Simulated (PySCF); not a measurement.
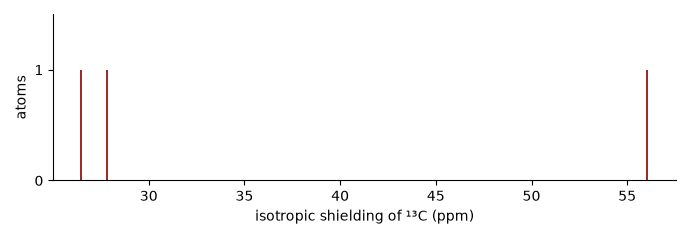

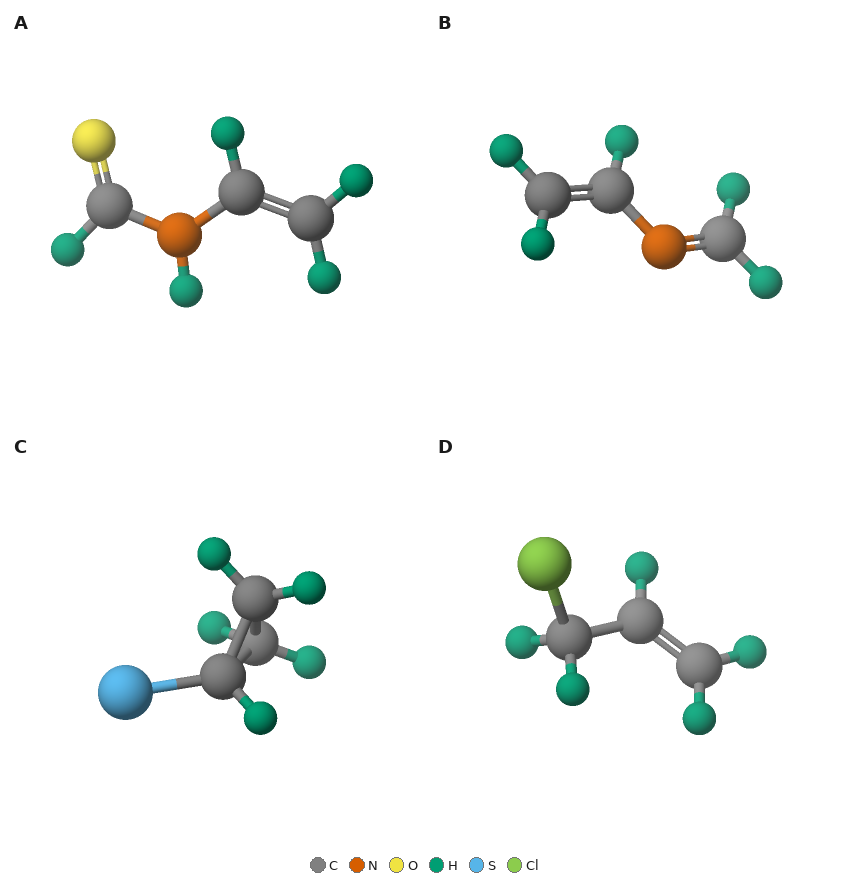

The sticks are computed shieldings of one of the molecules, for one fixed geometry (PBE0-D3(BJ)/def2-SVP) without averaging over rotations. Low shielding means a high chemical shift. Method: GIAO PBE0/pcSseg-1 NMR shielding, non-relativistic, gas phase (PySCF 2.14.0).

Question: Match the spectrum to a structure.

Answer: B, `C=CN=C`. Its 3 C atoms give lines at 26.5, 27.8, 56.1 ppm.
